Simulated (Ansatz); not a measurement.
# One shape, several levels: [BH3]− (SMILES [BH3-])

Aim: a comparison of 6 runs (U-wB97M-V/3-21G, UBHLYP/3-21G, USVWN5/3-21G, U-revPBE/6-31G*, UBLYP/6-31G*, FCI/3-21G) of [BH3]−. 

The calculation is run with Ansatz 0.2.0.

2 further runs of the same task are left out: 2 set aside as unsound or not needed.

### Step 1. The system as given

[BH3]−: 4 atoms, total charge -1, spin state doublet. SMILES: `[BH3-]`. The H3–B1 distance was set to 1.880 Å, away from the relaxed value. At this shape a bond of the SMILES string is far longer than usual.

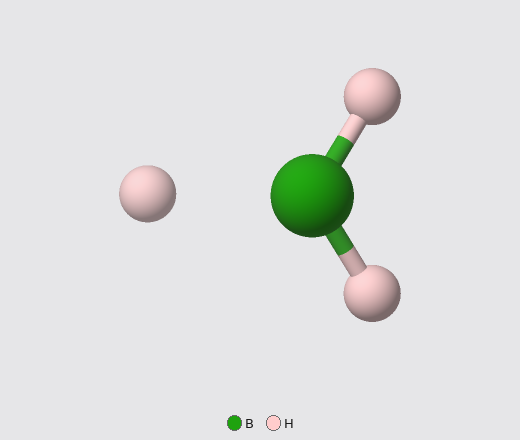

The structure, seen from a chosen angle (boron green, hydrogen pink).

### Step 2. A single-point energy at U-wB97M-V/3-21G (run 1)

File run.yaml:

```yaml
crystal:
  periodic: [false, false, false]
  atoms:
    - symbol: B
      position_ang: [0.365271, 0.524574, -0.409904]
    - symbol: H
      position_ang: [1.131921, 1.014464, 0.452386]
    - symbol: H
      position_ang: [-0.279230, -1.161080, 0.118390]
    - symbol: H
      position_ang: [-0.573429, 1.307764, -0.689184]
basis:
  gaussian: {orbitals: 3-21G.json}
total_charge: -1
hamiltonian: {xc: {name: wB97M-V}}
accuracy: high
magnetization: {spin_polarized: true, initial_magnetization: 1}
```

The basis set 3-21G is read from a file made from the Basis Set Exchange's data (not shown).

Started as:

```console
$ ansatz run run.yaml --threads 1 --pin off --max-ram 2610MiB --events-out events.jsonl --progress --plain --runs-dir runs
```

What it wrote:

```text
Warning: RAYON_NUM_THREADS=1 ignored (pool sized by the plan → 1); use --threads N
Functional definition: wB97M-V
  name "wB97M-V"
  parameter omega = 0.3/bohr
  parameter cx = 0.15
  parameter cx01 = 1.007
  parameter cx10 = 0.259
  parameter css00 = 0.443
  parameter css04 = -1.437
  parameter css10 = -4.535
  parameter css20 = -3.390
  parameter css43 = 4.278
  parameter cos00 = 1.000
  parameter cos10 = 1.358
  parameter cos20 = 2.924
  parameter cos21 = -8.812
  parameter cos60 = -1.390
  parameter cos61 = 9.142
  parameter b = 6.0
  parameter c = 0.01
  gx(w, u) = 1 - cx + cx01*u + cx10*w
  gss(w, u) = css00 + css04*u^4 + css10*w + css20*w^2 + css43*w^4*u^3
  gos(w, u) = cos00 + cos10*w + (cos20 + cos21*u)*w^2 + (cos60 + cos61*u)*w^6
  exchange = spin_sum(e_x_unif_sr(omega)*gx(b97_w, b97_u_x)) + cx*exact_x_sr(omega) + exact_x_lr(omega)
  correlation = spin_sum(e_c_pw_mod_same_spin*gss(b97_w, b97_u_same))
      + integral(e_c_pw_mod_opposite_spin*gos(b97_w_opposite, b97_u_opposite)) + vv10(b, c)
292 factors; integrals over basis functions are off by at most 3.1e-9 eV
146 factors; integrals over basis functions are off by at most 2.1e-9 eV
mean field evaluation 1: about -715.6532 eV, gradient 6.9e0 eV
mean field evaluation 2: about -716.2015 eV, gradient 3.4e0 eV
mean field evaluation 4: about -716.3327 eV, gradient 3.3e-1 eV
mean field evaluation 8: about -716.3208 eV, gradient 2.1e-2 eV
mean field evaluation 16: about -716.3208 eV, gradient 2.0e-5 eV
mean field -716.32077678 eV, -26.3243030071 hartree, gradient 6.8e-8 eV, S^2 0.753908; 0 other end points of the search recorded, 0 dependent functions left out
reference -716.32077916 eV, -26.3243030945 hartree; 5, 4 occupied and 10, 11 virtual orbitals, 292 factors
Total energy: -716.32077916 eV, -26.3243030945 hartree
```

Wall time 9 s (1 thread of Arm Neoverse V1, shared host); peak memory 0.3 GiB.

### Step 3. A single-point energy at UBHLYP/3-21G (run 2)

File input.yaml:

```yaml
basis:
  gaussian:
    orbitals: 3-21G.json
crystal:
  periodic: [false, false, false]
  atoms:
    - {symbol: B, position_ang: [0.365271, 0.524574, -0.409904]}
    - {symbol: H, position_ang: [1.131921, 1.014464, 0.452386]}
    - {symbol: H, position_ang: [-0.279230, -1.161080, 0.118390]}
    - {symbol: H, position_ang: [-0.573429, 1.307764, -0.689184]}
total_charge: -1
magnetization:
  spin_polarized: true
  initial_magnetization: 1
hamiltonian:
  xc: {name: BHLYP}
accuracy: high
```

The basis set 3-21G is read from a file made from the Basis Set Exchange's data (not shown).

Started as:

```console
$ ansatz run input.yaml --threads 1 --pin off --max-ram 2610MiB --events-out events.jsonl --progress --plain --runs-dir runs
```

What it wrote:

```text
Warning: RAYON_NUM_THREADS=1 ignored (pool sized by the plan → 1); use --threads N
Functional definition: BHLYP
  name "BHLYP"
  parameter a = 0.5
  exchange = (1 - a)*b88_x + a*exact_x
  correlation = lyp_c
292 factors; integrals over basis functions are off by at most 3.1e-9 eV
mean field evaluation 1: about -716.3053 eV, gradient 5.9e0 eV
mean field evaluation 2: about -716.7061 eV, gradient 3.1e0 eV
mean field evaluation 4: about -716.8075 eV, gradient 2.6e-1 eV
mean field evaluation 8: about -716.7990 eV, gradient 3.4e-2 eV
mean field evaluation 16: about -716.7991 eV, gradient 1.1e-5 eV
mean field -716.79906343 eV, -26.3418797171 hartree, gradient 2.0e-8 eV, S^2 0.753674; 0 other end points of the search recorded, 0 dependent functions left out
reference -716.79908177 eV, -26.3418803910 hartree; 5, 4 occupied and 10, 11 virtual orbitals, 292 factors
Total energy: -716.79908177 eV, -26.3418803910 hartree
```

Wall time 0.83 s (1 thread of Arm Neoverse V1, shared host); peak memory 0.1 GiB.

Runs 3 to 4 aren't shown in full; the table further down has their settings and results.

### Step 4. The energy at UBLYP/6-31G(d) (spherical functions) (run 5)

File job.yaml:

```yaml
crystal:
  periodic: [false, false, false]
  atoms:
    - {symbol: B, position_ang: [0.365271, 0.524574, -0.409904]}
    - {symbol: H, position_ang: [1.131921, 1.014464, 0.452386]}
    - {symbol: H, position_ang: [-0.279230, -1.161080, 0.118390]}
    - {symbol: H, position_ang: [-0.573429, 1.307764, -0.689184]}
basis:
  gaussian: {orbitals: 6-31G_st_-spherical.json}
total_charge: -1
accuracy: high
magnetization: {spin_polarized: true, initial_magnetization: 1}
hamiltonian: {xc: {name: BLYP}}
```

The basis set 6-31G* is read from a file made from the Basis Set Exchange's data (not shown).

Started as:

```console
$ ansatz run job.yaml --threads 1 --pin off --max-ram 2610MiB --events-out events.jsonl --progress --plain --runs-dir runs
```

What it wrote:

```text
Warning: RAYON_NUM_THREADS=1 ignored (pool sized by the plan → 1); use --threads N
Functional definition: BLYP
  name "BLYP"
  parameter beta = 0.0042
  parameter a = 0.04918
  parameter b = 0.132
  parameter c = 0.2533
  parameter d = 0.349
  exchange = b88_x(beta = beta)
  correlation = lyp_c(a = a, b = b, c = c, d = d)
414 factors; integrals over basis functions are off by at most 4.7e-9 eV
mean field evaluation 1: about -720.2440 eV, gradient 6.7e0 eV
mean field evaluation 2: about -719.6788 eV, gradient 1.0e1 eV
mean field evaluation 4: about -720.6850 eV, gradient 2.3e-1 eV
mean field evaluation 8: about -720.6802 eV, gradient 2.1e-2 eV
mean field evaluation 16: about -720.6802 eV, gradient 1.4e-5 eV
mean field -720.68019094 eV, -26.4845085224 hartree, gradient 4.6e-8 eV, S^2 0.752809; 0 other end points of the search recorded, 0 dependent functions left out
reference -720.68022748 eV, -26.4845098651 hartree; 5, 4 occupied and 15, 16 virtual orbitals, 414 factors
Total energy: -720.68022748 eV, -26.4845098651 hartree
```

Wall time 0.99 s (1 thread of Arm Neoverse V1, shared host); peak memory 0.1 GiB.

### Step 5. The energy at FCI/3-21G (run 6)

File in.yaml:

```yaml
crystal:
  periodic: [false, false, false]
  atoms:
    - symbol: B
      position_ang: [0.365271, 0.524574, -0.409904]
    - symbol: H
      position_ang: [1.131921, 1.014464, 0.452386]
    - symbol: H
      position_ang: [-0.279230, -1.161080, 0.118390]
    - symbol: H
      position_ang: [-0.573429, 1.307764, -0.689184]
basis:
  gaussian:
    orbitals: 3-21G.json
total_charge: -1
magnetization:
  spin_polarized: true
  initial_magnetization: 1
correlation:
  method: fci
  frozen_orbitals: {B: 1, H: 0}
accuracy: high
```

The basis set 3-21G is read from a file made from the Basis Set Exchange's data (not shown).

Started as:

```console
$ ansatz run in.yaml --threads 1 --pin off --max-ram 2610MiB --events-out events.jsonl --progress --plain --runs-dir runs
```

What it wrote:

```text
Warning: RAYON_NUM_THREADS=1 ignored (pool sized by the plan → 1); use --threads N
Functional definition: HF
  name "HF"
  exchange = exact_x
  correlation = 0
292 factors; integrals over basis functions are off by at most 3.1e-9 eV
mean field evaluation 1: about -709.8675 eV, gradient 8.9e0 eV
mean field evaluation 2: about -709.8640 eV, gradient 8.9e0 eV
mean field evaluation 4: about -710.9027 eV, gradient 1.2e0 eV
mean field evaluation 8: about -710.9562 eV, gradient 2.7e-1 eV
mean field evaluation 16: about -708.6984 eV, gradient 8.7e0 eV
mean field -710.96748400 eV, -26.1275731261 hartree, gradient 6.1e-8 eV, S^2 0.791981; 2 other end points of the search recorded, 0 dependent functions left out
1 core orbitals not correlated: weight in the atoms' cores, before any rotation towards them, 1.000 or more for the frozen orbitals, at most 0.000 for the correlated occupied ones
reference -710.90847304 eV, -26.1254045130 hartree; 4, 3 occupied and 10, 11 virtual orbitals, 292 factors
state -713.29784598 eV, -26.2132123491 hartree
Total energy: -713.29784598 eV, -26.2132123491 hartree
```

Run time: 1.7 s. Hardware: 1 thread of Arm Neoverse V1, shared host; peak memory 0.11 GiB.

### Step 6. All runs side by side

```csv
run,level,frozen core orbitals,energy (Eh),⟨S²⟩,wall time
1,U-wB97M-V/3-21G,–,-26.324303,0.754,9 s
2,UBHLYP/3-21G,–,-26.341880,0.754,0.83 s
3,USVWN5/3-21G,–,-26.032918,0.755,0.48 s
4,U-revPBE/6-31G* (spherical functions),–,-26.507922,0.755,1 s
5,UBLYP/6-31G* (spherical functions),–,-26.484510,0.753,0.99 s
6,FCI/3-21G,1,-26.213212,–,1.7 s
```

### Step 7. Summary of results

| quantity | value |
| --- | --- |
| run 6: total energy | -26.21321 Eh |
| run 6: correlation energy (1 core orbital frozen) | -87.8 mEh |

In words: Totals of different functionals can't be ranked against each other. All runs together took 14 s, the longest 9 s.
